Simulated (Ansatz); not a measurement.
System: CH$_{5}$CaN (SMILES C[NH][CaH]).

The calculation's input:

```
basis:
  gaussian:
    orbitals: def2-TZVPD
crystal:
  periodic: [false, false, false]
  atoms:
    - {symbol: C, position_ang: [1.132347, -0.421635, -0.618263]}
    - {symbol: Ca, position_ang: [2.672678, -1.592890, 1.958134]}
    - {symbol: N, position_ang: [2.373507, -0.871261, -0.033659]}
    - {symbol: H, position_ang: [0.308258, -0.495619, 0.118324]}
    - {symbol: H, position_ang: [1.139997, 0.639192, -0.948541]}
    - {symbol: H, position_ang: [0.798765, -1.015009, -1.496393]}
    - {symbol: H, position_ang: [3.107427, -0.789100, -0.739436]}
    - {symbol: H, position_ang: [1.575563, -1.929009, 3.648979]}
output:
  forces: true
  orbitals: {seedname: orbitals}
hamiltonian:
  xc: {name: PBE0}
magnetization:
  spin_polarized: false
  initial_magnetization: 0
```

Launched as:

```sh
ansatz run input.yaml --threads 1 --pin off --max-ram 2610MiB --events-out events.jsonl --progress --plain --runs-dir runs
```

Geometry: PBE0-D3(BJ)/def2-SVP.

The calculation used isolated molecule in a Gaussian basis; Kohn-Sham density functional theory, functional PBE0 in Ansatz.

> What will maps of the electron density and electron localisation function show?

C–N (1.44 Å): the density is about 1.9 e/Å³ at the midpoint; the ELF peaks at about 0.90 between the atoms (localised, covalent bonding).
Ca–N (2.14 Å): ρ is about 0.5 e/Å³ halfway; the ELF peaks at about 0.90 in the valence shell of N, 0.6 Å from its nucleus, and drops to about 0.15 between the two atoms: an ionic contact with no shared pair.
N–H (1.02 Å): the density is about 2.7 e/Å³ at the midpoint; the ELF climbs to about 1 towards the hydrogen, as it does in any bond to H; a covalent bond by its length.
C–H (1.11 Å): ρ at the midpoint is about 1.9 e/Å³; the ELF climbs to about 1 towards the hydrogen; an ordinary covalent bond to hydrogen.

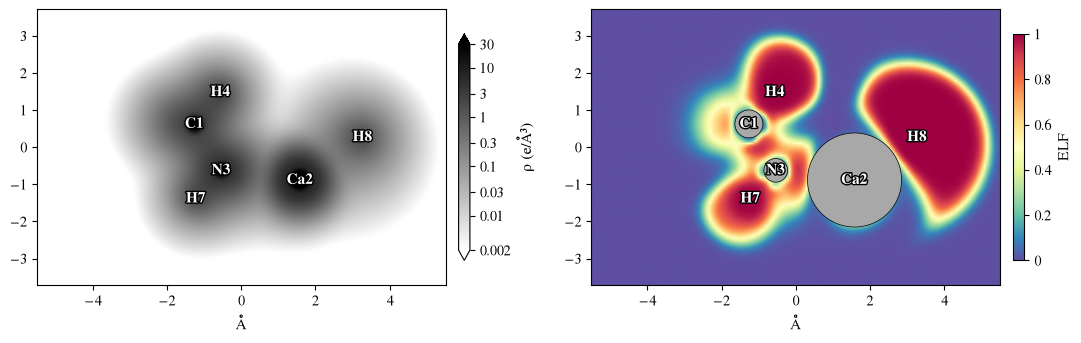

Computed electron density and electron localisation function on the plane of atoms C1, N3 and H7, in this order. Grey discs cover the atomic cores in the ELF map. 
